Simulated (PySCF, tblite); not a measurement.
# C4H7BCl2O: geometry, infrared bands and NMR shifts

Wanted: the infrared bands and NMR shifts of C4H7BCl2O (`C[C@@H](CC=O)B(Cl)Cl`), by calculation.

Computed with tblite 0.8.0 and PySCF 2.14.0, with density-fitted response routines of our own, on a single molecule in the gas phase. Atoms are numbered from 0 throughout.

**1. Starting geometry**

15 atoms, charge 0, multiplicity 1; geometry from: force field or distance geometry start.

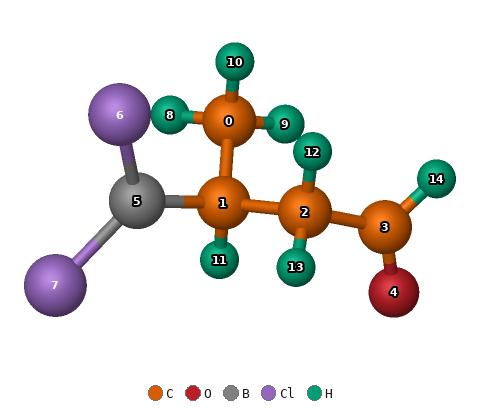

The starting geometry (carbon orange, oxygen red, boron grey, chlorine purple, hydrogen teal), atoms numbered.

**2. Geometry optimisation with GFN2-xTB**

The job: settings as JSON, then the geometry in Å.

```
{"job": {"kind": "relax", "xc": "GFN2-xTB", "basis": "xTB"}, "charge": 0, "multiplicity": 1}
C     -0.159600     1.335700     0.693700
C     -0.366300     0.222800    -0.346700
C      0.577400    -0.984300    -0.057300
C      2.014200    -0.614900    -0.249300
O      2.442100    -0.310400    -1.332700
B     -1.898500    -0.259200    -0.352400
Cl    -2.662700    -1.002600     1.149700
Cl    -2.896300    -0.070100    -1.878200
H     -0.855300     2.179500     0.485000
H      0.864200     1.732100     0.649000
H     -0.359400     0.965200     1.723500
H     -0.137400     0.624500    -1.343900
H      0.410400    -1.349200     0.987200
H      0.336000    -1.816400    -0.759700
H      2.686900    -0.644700     0.610100
```

The run is started by

```bash
$ OMP_NUM_THREADS=1 python probes_run.py task.json out
```

This one command runs all jobs of the session in turn.

**Question.** This job is followed by: GFN2-xTB harmonic vibrations, gas phase; GIAO PBE0/pcSseg-1 NMR shielding, non-relativistic, gas phase. What will the session give for the following? strongest single infrared mode (GFN2-xTB); zero-point energy (GFN2-xTB); ¹³C shifts against TMS (PBE0/pcSseg-1); ¹H shifts against TMS (PBE0/pcSseg-1, means over atoms taken as alike); ¹⁷O shifts against H2O (PBE0/pcSseg-1); ¹¹B shifts against BF3·OEt2 (PBE0/pcSseg-1); ³⁵Cl shifts against HCl (PBE0/pcSseg-1, means over atoms taken as alike); surface potential, least and greatest.

The runs gave:

```
                                                                quantity                              value
                               strongest single infrared mode (GFN2-xTB)              1794 cm⁻¹, 265 km/mol
                                            zero-point energy (GFN2-xTB)                      66.9 kcal/mol
                                  ¹³C shifts against TMS (PBE0/pcSseg-1)        205.6, 53.8, 29.2, 18.8 ppm
  ¹H shifts against TMS (PBE0/pcSseg-1, means over atoms taken as alike)  10.20, 3.30, 2.31, 2.25, 1.15 ppm
                                  ¹⁷O shifts against H2O (PBE0/pcSseg-1)                          675.9 ppm
                             ¹¹B shifts against BF3·OEt2 (PBE0/pcSseg-1)                           65.7 ppm
³⁵Cl shifts against HCl (PBE0/pcSseg-1, means over atoms taken as alike)                            271 ppm
                                   surface potential, least and greatest                 -1.41 V and 1.27 V
```

In words: Relaxing lowered the energy by 0.453 eV in 169 steps; the close pair that moved most is B5–Cl6, from 1.842 to 1.723 Å. All 39 modes are real, so the xTB geometry is a minimum. The strongest single mode, at 1794 cm⁻¹, moves mainly C3 and O4. GFN2-xTB is a fitted tight-binding method: band positions and strengths are rough. Its intensities can rank the bands wrongly. The most deshielded carbon is C3 (aldehyde carbonyl carbon), at 205.6 ppm: low-lying n→π* states of the double bond to the heteroatom give a large paramagnetic term (-265 ppm). The most deshielded hydrogen is H14 (hydrogen on an aldehyde carbonyl carbon), at 10.20 ppm: the C=O anisotropy and electron withdrawal place aldehyde protons far downfield. At PBE0/pcSseg-1: The widest tensor belongs to O4: span 1349 ppm, with a paramagnetic part of -742 ppm. At PBE0/pcSseg-1, counted by nearest atom on the grid, the HOMO lies on O4 59 %; H14 15 %, the LUMO on B5 56 %; Cl6, Cl7 about 13 % each.
